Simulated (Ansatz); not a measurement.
**Amorphous Zr20O41K2**

The cell was made by melting and quenching with the CHGNet potential and then relaxed with DFT. O atoms were pushed apart under 1.9 Å during the dynamics, to hinder bonds among them. The hot cell started wider than the set density and was brought back towards it in steps. It is the lowest in DFT energy of 2 quenches. It is a model cell: composition and starting density were chosen by hand, and all elements were melted together. No dispersion term was used.

Methods: PBE, scalar-relativistic without spin-orbit coupling (Ansatz, a program for electronic structure); r2SCAN, scalar-relativistic without spin-orbit coupling (Ansatz); HSE06, scalar-relativistic without spin-orbit coupling (Ansatz). Geometry, pressure, stress and energy are those of the PBE run. Its sampling: a 2×2×2 Γ-centred mesh; Fermi-Dirac width 0.02 eV; no spin polarisation. Other functionals are single points at the zone centre (r2SCAN at 500 eV; exact exchange cut at the cell's faces), free to take moments where seeds were set. At PBE the levels at the filled edge of the gap are localised (band-tail or defect states), and the nearest spread-out levels lie 3.9 eV apart at the zone centre.

| Property | Value |
|---|---|
| Number of atoms in the cell | 63 |
| Density (volume relaxed, without dispersion) | 5.19 g/cm³ |
| Volume per atom | 13.01 Å³ |
| Pressure on a 2×2×2 Γ-centred mesh | -0.04 GPa |
| Largest force and stress component on that mesh (the relaxation ran on the zone centre alone) | 0.13 eV/Å and 0.1 GPa |
| Level gap on a 2×2×2 Γ-centred mesh (PBE) | 3.45 eV |
| Level gap at the zone centre (PBE) | 3.58 eV |
| Level gap at the zone centre (r2SCAN) | 4.02 eV |
| Level gap at the zone centre (HSE06) | 5.09 eV |

Neighbours within Zr-Zr 3.41 Å, Zr-O 2.90 Å, Zr-K 3.94 Å, O-O 1.58 Å, O-K 3.23 Å, K-K 4.47 Å count as bonded. Two cations that share two anions don't count as bonded, nor two that share one unless they lie closer than Zr-Zr 3.32 Å, Zr-K 3.83 Å, K-K 4.34 Å.

```yaml
Mean coordination of Zr by anions: 6.65 (8 with 6, 11 with 7, 1 with 8)
Mean coordination of O: 3.63 (15 with 3, 26 with 4)
Mean coordination of K by anions: 8.00 (1 with 7, 1 with 9)
Mean Zr-O bond: 2.182 Å (spread 0.143 Å, 133 counted)
Mean O-K bond: 2.846 Å (spread 0.203 Å, 16 counted)
```

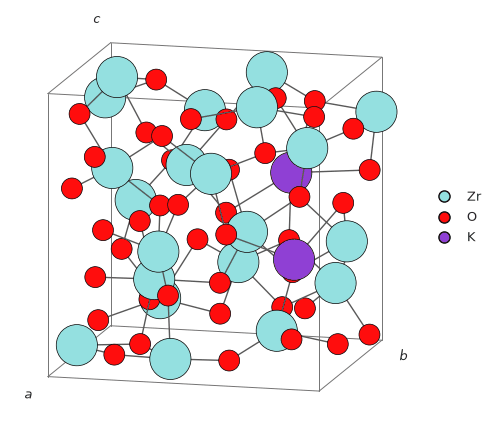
*The relaxed cell*

Its density started from a set value of 5.07 g/cm³. Cooling (nominally 300 K/ps over its main leg) ran many orders faster than in experiment, which tends to leave more defects and strain. Values belong to this one cell and scatter from quench to quench. Volume and shape were free in the relaxation. On a 2×2×2 Γ-centred mesh force components of up to 0.13 eV/Å stay, since the relaxation ran on the zone centre alone.
